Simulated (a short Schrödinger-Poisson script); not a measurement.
Stack: MOS inversion layer, SiO2 on p-type InP, at 400 K.

| layer | material | thickness (nm) | Na (cm⁻³) |
|---|---|---|---|
| 1 | SiO2 | 3 | - |
| 2 | InP | 230 | 4.3e18 |

The device is made up for the run: typed textbook-type constants, with dimensions and the other settings drawn at random. SiO2: permittivity 3.9, conduction-band edge (eV) 3.48, gap (eV) 9, electron mass (mₑ) 0.5. InP: permittivity 12.5, conduction-band edge (eV) 0, gap (eV) 1.344, Nv at 300 K (cm⁻³) 1.1e19.

Channel valleys (confinement mass, in-plane density-of-states mass, number): Γ 0.08, 0.08, 1. At the gate the conduction-band edge of layer 1 lies 3.95 eV − eVg above the Fermi level of the channel; the field vanishes at the back. Gaps are held at their typed values at every temperature. Mesh 0.03 nm at interfaces.

Solved with a short Schrödinger-Poisson script written for these runs: 1D Poisson equation in equilibrium, electrons quantum, Hartree (BenDaniel-Duke, 12 states a valley, the channel's in-plane mass for all, wave functions free to enter the dielectric), parabolic valleys, classical holes, full ionisation, no traps, pinning or gate leakage.

Only gate voltages with over 1e8 electrons/cm² are shown.

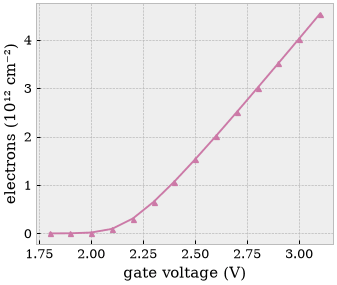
Figure: Sheet density against gate voltage

| Vg (V) | electrons (cm⁻²) | C (μF/cm²) | Γ E0 (meV) | Γ E1 (meV) |
|---|---|---|---|---|
| 1.8 | 4.99e8 | 0.365 | 266.9 | 584.1 |
| 1.9 | 3.08e9 | 0.363 | 204.2 | 528.4 |
| 2 | 1.86e10 | 0.386 | 142.0 | 472.9 |
| 2.1 | 9.40e10 | 0.487 | 85.0 | 422.1 |
| 2.2 | 3.07e11 | 0.644 | 40.9 | 383.3 |
| 2.3 | 6.51e11 | 0.750 | 9.5 | 356.3 |
| 2.4 | 1.07e12 | 0.806 | -14.7 | 336.2 |
| 2.5 | 1.53e12 | 0.837 | -35.2 | 319.5 |
| 2.6 | 2.01e12 | 0.854 | -53.6 | 304.8 |
| 2.7 | 2.51e12 | 0.865 | -70.8 | 291.1 |
| 2.8 | 3.01e12 | 0.872 | -87.3 | 278.0 |
| 2.9 | 3.51e12 | 0.877 | -103.4 | 265.4 |
| 3 | 4.02e12 | 0.880 | -119.3 | 252.9 |
| 3.1 | 4.54e12 | 0.883 | -135.0 | 240.5 |

Subbands count from the Fermi level.

Above a few 1e12 electrons/cm² a light Γ valley is non-parabolic and upper valleys begin to fill, which the model leaves out.
